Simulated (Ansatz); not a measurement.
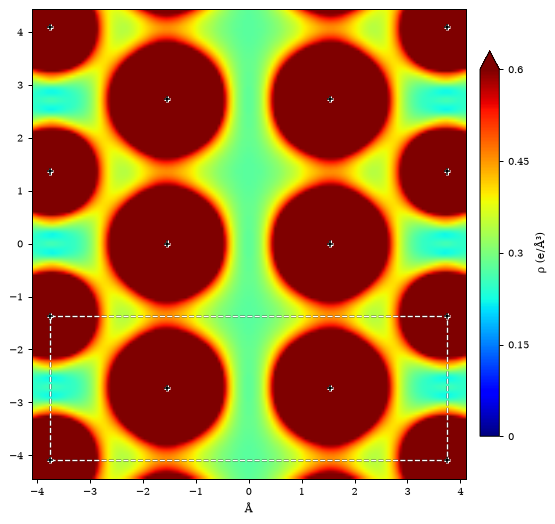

The valence electron density on a plane through atoms (crosses mark nuclei in the plane).

Method: DFT PBE, scalar-relativistic, plane waves, PAW (Ansatz).

Candidates:
A. GaOs4, a = 7.50 Å, b = 8.08 Å, c = 2.73 Å, α = 90.00°, β = 90.00°, γ = 90.00°. Space group Cmmm; a generated structure, not necessarily the stable one; computed without spin polarisation.
B. TaTl3P2, a = 3.55 Å, b = 3.55 Å, c = 40.98 Å, α = 90.00°, β = 90.00°, γ = 120.00°. Space group R-3m; a structure from a database of computed crystals, not necessarily the ambient phase; a generated structure, not necessarily the stable one.
C. Ti2WO4, a = 5.27 Å, b = 5.27 Å, c = 2.70 Å, α = 90.00°, β = 90.00°, γ = 90.00°. Space group P4/mmm; a generated structure, not necessarily the stable one; computed without spin polarisation.

### Which system is this?

Candidate A: GaOs4 on the (010) plane of the conventional cell, which holds Ga and Os. Ga–Ga (2.73 Å): ρ at the midpoint is about 0.26 e/Å³, with its minimum of 0.22 e/Å³ about 1.2 Å from Ga. Ga–Os (2.60 Å): the density is about 0.43 e/Å³ at the midpoint.
